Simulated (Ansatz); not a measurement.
**BCl3 (boron trichloride): BLYP/6-311+G(d,p)**

What is the electronic atomisation energy of BCl3 (boron trichloride) at BLYP/6-311+G**? 

The calculation is run with Ansatz 0.2.0.

27 further runs of the same task are left out: 1 that didn't finish, 26 set aside as unsound or not needed.

### 1 The structure to begin with

The species is BCl3 (4 atoms), meant as a singlet with charge 0. As SMILES, `ClB(Cl)Cl`. Geometry: relaxed at PBE0-D4/def2-TZVP.

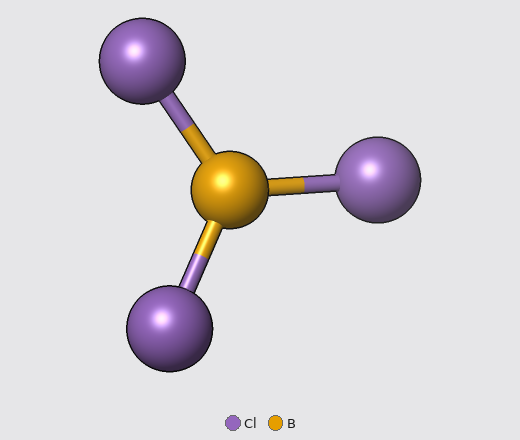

Viewed from a chosen angle; chlorine purple, boron amber.

### 2 A single-point energy at BLYP/6-311+G(d,p)

Contents of molecule.yaml:

```yaml
basis:
  gaussian:
    orbitals: 6-311+G_st__st_-spherical.json
crystal:
  periodic: [false, false, false]
  atoms:
    - {symbol: Cl, position_ang: [-0.257920, 0.516440, 1.638340]}
    - {symbol: B, position_ang: [-0.000000, 0.000000, -0.000010]}
    - {symbol: Cl, position_ang: [0.942010, -1.423060, -0.324000]}
    - {symbol: Cl, position_ang: [-0.684100, 0.906610, -1.314320]}
hamiltonian:
  xc: {name: BLYP}
accuracy: high
output: {orbitals: {seedname: orbitals}}
```

The basis set 6-311+G** is read from a file made from the Basis Set Exchange's data (not shown).

The run is started by

```console
$ ansatz run molecule.yaml --threads 1 --pin off --max-ram 3480MiB --events-out events.jsonl --progress --plain --runs-dir runs
```

Output:

```text
Warning: RAYON_NUM_THREADS=1 ignored (pool sized by the plan → 1); use --threads N
Functional definition: BLYP
  name "BLYP"
  parameter beta = 0.0042
  parameter a = 0.04918
  parameter b = 0.132
  parameter c = 0.2533
  parameter d = 0.349
  exchange = b88_x(beta = beta)
  correlation = lyp_c(a = a, b = b, c = c, d = d)
1845 factors; integrals over basis functions are off by at most 7.1e-9 eV
mean field evaluation 1: about -38246.5752 eV, gradient 2.4e1 eV
mean field evaluation 2: about -38244.6619 eV, gradient 3.5e1 eV
mean field evaluation 4: about -38248.1264 eV, gradient 6.3e-1 eV
mean field evaluation 8: about -38248.1265 eV, gradient 1.8e-2 eV
mean field evaluation 16: about -38248.1265 eV, gradient 1.1e-6 eV
mean field -38248.12648187 eV, -1405.5927226976 hartree, gradient 6.2e-8 eV, S^2 0.000000; 0 other end points of the search recorded, 0 dependent functions left out
reference -38248.12653105 eV, -1405.5927245049 hartree; 28, 28 occupied and 84, 84 virtual orbitals, 1845 factors
Total energy: -38248.12653105 eV, -1405.5927245049 hartree
```

Wall time 7.5 s (1 thread of Arm Neoverse V1, shared host); peak memory 0.26 GiB.

### 3 The B atom

Contents of molecule.yaml:

```yaml
crystal:
  periodic: [false, false, false]
  atoms:
    - symbol: B
      position_ang: [0.000000, 0.000000, 0.000000]
basis:
  gaussian:
    orbitals: 6-311+G_st__st_.json
magnetization:
  spin_polarized: true
  initial_magnetization: 1
hamiltonian:
  xc: {name: BLYP}
accuracy: high
```

The basis set 6-311+G** is read from a file made from the Basis Set Exchange's data (not shown).

Run the same way, it converges to -24.65004 Eh (log not shown).

### 4 The Cl atom, same level

Contents of run.yaml:

```yaml
crystal:
  periodic: [false, false, false]
  atoms:
    - {symbol: Cl, position_ang: [0.000000, 0.000000, 0.000000]}
basis:
  gaussian:
    orbitals: 6-311+G_st__st_-spherical.json
magnetization:
  spin_polarized: true
  initial_magnetization: 1
accuracy: high
hamiltonian:
  xc: {name: BLYP}
```

The basis set 6-311+G** is read from a file made from the Basis Set Exchange's data (not shown).

The run is started by

```console
$ ansatz run run.yaml --threads 1 --pin off --max-ram 3480MiB --events-out events.jsonl --progress --plain --runs-dir runs
```

Output (excerpt; [...] marks lines left out):

```text
Warning: RAYON_NUM_THREADS=1 ignored (pool sized by the plan → 1); use --threads N
[... 9 set-up lines as earlier in the session ...]
229 factors; integrals over basis functions are off by at most 4.3e-9 eV
mean field evaluation 1: about -12521.2495 eV, gradient 3.9e0 eV
mean field evaluation 2: about -12521.2952 eV, gradient 3.1e0 eV
mean field evaluation 4: about -12521.3364 eV, gradient 5.1e-1 eV
mean field evaluation 8: about -12521.3370 eV, gradient 5.9e-3 eV
mean field evaluation 16: about -12521.3370 eV, gradient 4.1e-8 eV
mean field evaluation 32: about -12521.3369 eV, gradient 1.1e-1 eV
mean field -12521.33699037 eV, -460.1506471289 hartree, gradient 6.9e-8 eV, S^2 0.751487; 2 other end points of the search recorded, 0 dependent functions left out
reference -12521.33703496 eV, -460.1506487678 hartree; 9, 8 occupied and 21, 22 virtual orbitals, 229 factors
Total energy: -12521.33703496 eV, -460.1506487678 hartree
```

Run time: 1.5 s. Hardware: 1 thread of Arm Neoverse V1, shared host.

### 5 Results

At BLYP/6-311+G**:

| quantity | value |
| --- | --- |
| molecule: total energy | -1405.59272 Eh |
| molecule: HOMO energy | -7.57 eV |
| molecule: LUMO energy | -2.50 eV |
| molecule: HOMO–LUMO gap | 5.07 eV |
| B atom: total energy | -24.65004 Eh |
| B atom: ⟨S²⟩ | 0.752 |
| Cl atom: total energy | -460.15065 Eh |
| Cl atom: ⟨S²⟩ | 0.751 |
| electronic atomisation energy | 13.354 eV |

Taking the molecule apart into free atoms costs 13.35 eV (1288 kJ/mol), before zero-point energy and without spin-orbit coupling.
